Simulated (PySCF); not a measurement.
C5H11Si, SMILES [CH2][Si](C)(C)C=C, doublet at its GFN2-xTB optimised geometry (Å):

```
17

C     -0.9612    -2.2873    -1.5056
Si    -0.3151    -1.4309     0.0000
C     -0.9927    -2.2527     1.5833
C      1.5916    -1.4309     0.0000
C     -0.9421     0.3696     0.0000
C     -0.2120     1.4335    -0.2866
H     -1.9114    -2.7915    -1.5255
H     -0.4514    -2.2596    -2.4528
H     -2.0781    -2.2601     1.5804
H     -0.6701    -1.7264     2.4768
H     -0.6581    -3.2819     1.6672
H      1.9851    -2.4360     0.1154
H      1.9788    -1.0332    -0.9326
H      1.9887    -0.8257     0.8093
H     -1.9887     0.5110     0.2418
H     -0.6147     2.4360    -0.2744
H      0.8321     1.3545    -0.5418
```

Method: unrestricted CAM-B3LYP/def2-SVP (PySCF). Cells within 0.4 Å of a nucleus heavier than hydrogen are left out (blank, or x).

Map of the HOMO−1 amplitude (α) (bohr^(-3/2)) on the plane z = 0.0 Å; orbital energy -9.00 eV, overall sign arbitrary:

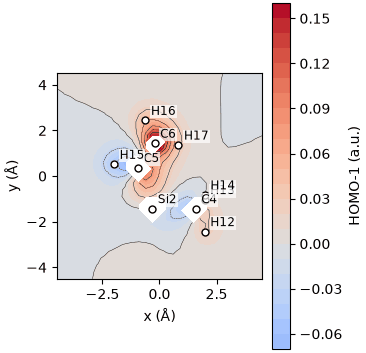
Fig. 1. HOMO−1 amplitude (α) (bohr^(-3/2)) on the plane z = 0.0 Å.
